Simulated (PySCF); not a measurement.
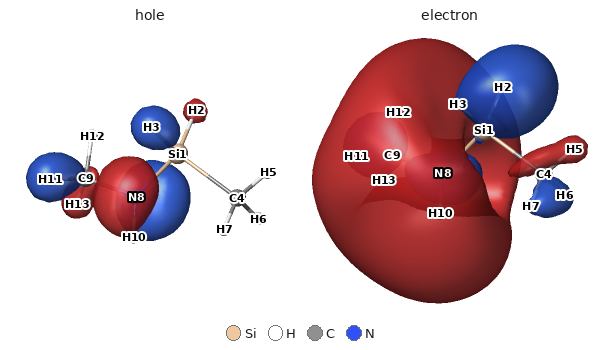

*SiH2Me(NHMe) (C₂H₉NSi). Leading natural transition orbital pair of S₁ (TDA singlet states); the surfaces enclose about 70 % of each orbital's density.*

Level of theory: ωB97X/def2-SVPD (PySCF), at a geometry from GFN2-xTB. No frequency check shows the geometry to be a minimum.

### Where does the state lie, and where do hole and electron sit?

6.34 eV (196 nm), f = 0.004, partly diffuse acceptor orbital; the leading pair carries 99 %; hole on N8 (57 %), Si1 (11 %) and C9 (9 %), electron on Si1 (23 %), H10 (20 %) and N8 (11 %) (atom shares of so diffuse an orbital are rough); their centroids lie 0.3 Å apart. In canonical orbitals it is mainly HOMO → LUMO (59 %). The HOMO–LUMO gap is 11.53 eV.

The PySCF run took 10 min on 1 thread of Arm Neoverse V1 (shared host), peak memory 0.83 GiB.
